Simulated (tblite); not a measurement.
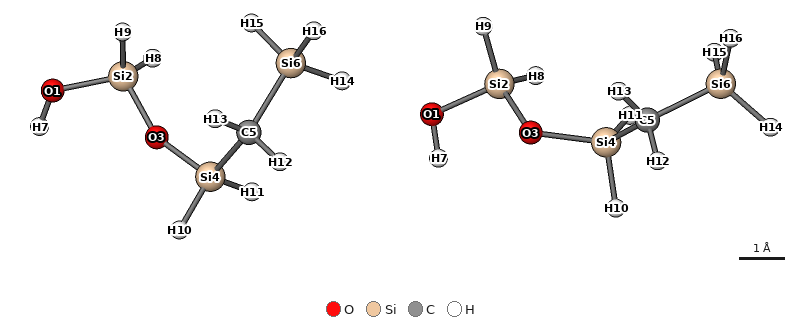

Two geometries of CH10O2Si3, drawn at one scale. One is the start of a relaxation, the other its converged end. Style: ball-and-stick. Shown from a free direction.

The calculation used tblite 0.8.0, GFN2-xTB geometry optimisation, gas phase. 

Q: Which one is relaxed?

A: The left one is the relaxed one. The atom that moves furthest after the best rigid fit is H11 (1.80 Å). Largest moves by element: H 1.80 Å, O 0.91 Å, Si 0.84 Å, C 0.28 Å. Among the contacts that change: Si2–Si4 2.849 → 3.169 Å, O1–Si2 1.740 → 1.619 Å, O3–Si4 1.706 → 1.619 Å, Si2–O3 1.690 → 1.622 Å. Among the angles between lasting bonds that change: Si2–O3–Si4 114.1° → 155.7°, Si2–O1–H7 106.7° → 121.7°, O1–Si2–H8 104.7° → 111.8°. Groups turn about O3–Si4 by about 85°, Si4–C5 by about 70°, Si2–O3 by about 60°. After 196 geometry steps the energy has fallen by 22.9 kcal/mol. The run took 2.5 s on 1 thread of Arm Neoverse N1, on a shared host.
